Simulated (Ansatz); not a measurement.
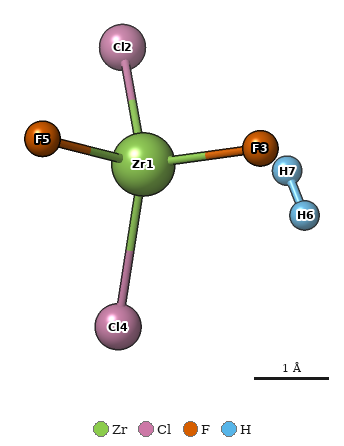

Figure 1. The starting structure (ball-and-stick view, seen at a tilt; atoms are numbered from 1 in the order of the input). Sticks mark near contacts.

Run report: ZrH2Cl2F2, nudged elastic band

The run: nudged elastic band of ZrH2Cl2F2. Method and program: RKS PBE0-D4/def2-SVP (Ansatz 0.2.0).

One setting was made poor on purpose. It belongs to a series of runs on one base structure; here: an input spoilt on purpose.

**Input file**
```yaml
crystal:
  periodic: [false, false, false]
  atoms:
    - { symbol: Zr, position_ang: [-0.103269, -0.054332, 0.115107] }
    - { symbol: Cl, position_ang: [-0.338667, -0.347611, 2.431364] }
    - { symbol: F, position_ang: [1.691829, -0.018747, -0.468769] }
    - { symbol: Cl, position_ang: [-1.37991, 1.707299, -0.752628] }
    - { symbol: F, position_ang: [-0.815995, -1.613137, -0.656223] }
    - { symbol: H, position_ang: [1.147, 2.254774, 0.87313] }
    - { symbol: H, position_ang: [1.02161, 1.942556, 1.55852] }
basis:
  gaussian: { orbitals: def2-SVP }
hamiltonian:
  xc: pbe0
  dispersion: d4
neb:
  order_check: false
  images: 9
  f_tol: 0.05
  max_iterations: 8
  final_atoms:
    - { symbol: Zr, position_ang: [0.0662676, -0.51742709, -0.23884133] }
    - { symbol: Cl, position_ang: [0.7204772, -0.43426891, 2.0019306] }
    - { symbol: F, position_ang: [1.40321348, -1.37869643, -1.24875482] }
    - { symbol: Cl, position_ang: [-0.27319138, 1.635354, -1.07971287] }
    - { symbol: F, position_ang: [-1.53081603, -1.50532064, -0.38760802] }
    - { symbol: H, position_ang: [0.31951015, 3.23467011, 1.71803223] }
  initial_path: idpp
```

Run as:
```bash
ansatz run input.yaml --threads 2 --pin off --max-ram 3072MiB --backend cpu --events-out ev --progress --plain --runs-dir out
```

**What the program printed**
```
Error: invalid value for `neb.final_atoms`: lists 6 atoms but crystal.atoms has 7 — the final endpoint must contain the same atoms in the same order
```

**Outcome**

| quantity | value |
| --- | --- |
| outcome | refused by the program |
| hardware | 2 threads of Arm Neoverse V2, 24 GiB of memory available, shared host |

The program refused the input: “invalid value for `neb.final_atoms`: lists 6 atoms but crystal.atoms has 7 — the final endpoint must contain the same atoms in the same order” A deliberately poor setting: bad input.
